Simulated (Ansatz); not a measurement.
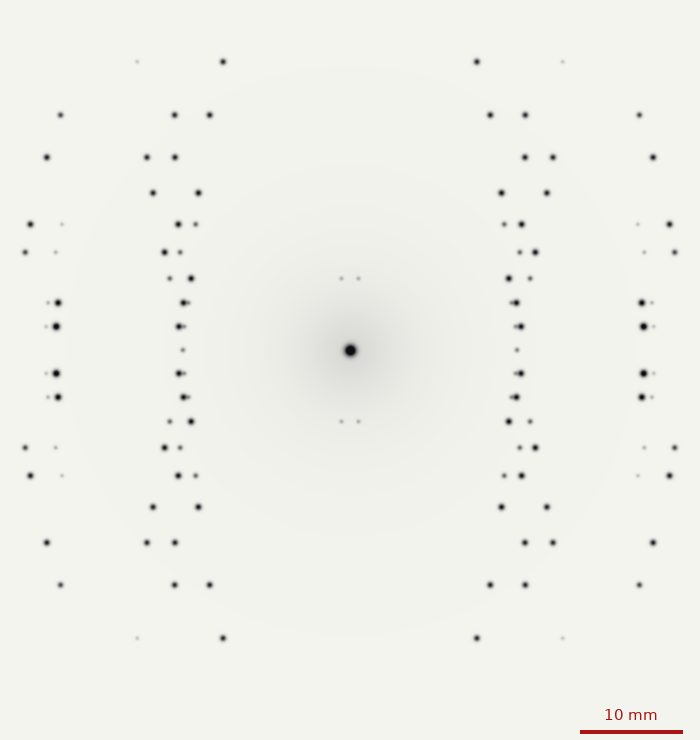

Simulated X-ray rotation photograph: Cu Kα radiation (λ = 1.5418 Å), cylindrical film of radius 30.0 mm unrolled, rotation axis vertical and normal to the beam, kinematic intensities without Lorentz or polarisation factors, the film spanning ±63° about the beam; spots down to d = 1.48 Å.

> What lattice repeat along the rotation axis do the layer lines give?

The first layer line lies 2.3 mm from the equator, so tan ν = 0.077, sin ν = 0.076 and the period is λ/sin ν = 20.18 Å. Further lines follow at 4.6, 7.1, 9.6, 12.4, 15.5, 19.0, 23.2, 28.4 mm.

The crystal is ScF, space group R-3m (No. 166), a = 3.32 Å, c = 19.91 Å (hexagonal axes). Structure: the end point of a relaxation with Ansatz, DFT PBE+D3(BJ), scalar-relativistic, plane waves, PAW; the starting structure was generated, so it need not be a known form of this composition.

> About which axis was it rotated?

About [101] (or an equivalent direction), whose length in the conventional cell is 20.179 Å. The period alone comes close to that of [001], [121], [201] as well.
